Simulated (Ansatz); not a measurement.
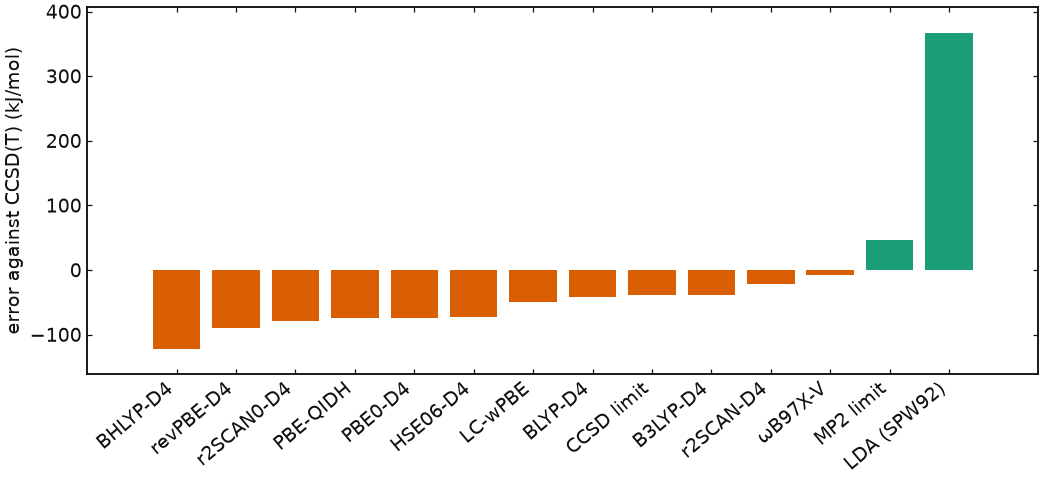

Error in the electronic atomisation energy (method less reference, so positive means overbinding) of AlSiH₅O₂, SMILES O[SiH](O)[AlH2], singlet: functionals in def2-TZVPP against frozen-core CCSD(T) at the limit (MP2 extrapolated from triple and quadruple zeta, plus CCSD(T) less MP2 in a smaller set), which gives 2950.6 kJ/mol, at a PBE0-D4/def2-TZVP geometry (a minimum by its frequencies), no zero-point or spin-orbit term, the Ansatz code. The reference leaves out core correlation, a term that grows with the number of heavy atoms. PBE-QIDH holds a correlation term that converges slowly with the basis, so part of the distance to the limit is basis error. No dispersion term is added to PBE-QIDH and LC-wPBE. Limit means the basis limit.

What range do the values span?

Answer. From −122.2 kJ/mol (BHLYP-D4) to 367.2 kJ/mol (LDA (SPW92)).

Which of these levels overbind, and which underbind?

Answer. Overbind: MP2 limit and LDA (SPW92). Underbind: BHLYP-D4, revPBE-D4, r2SCAN0-D4, PBE-QIDH, PBE0-D4, HSE06-D4, LC-wPBE, BLYP-D4, CCSD limit, B3LYP-D4 and r2SCAN-D4. Within 20 kJ/mol of zero, too close to call in view of what the reference leaves out: ωB97X-V.
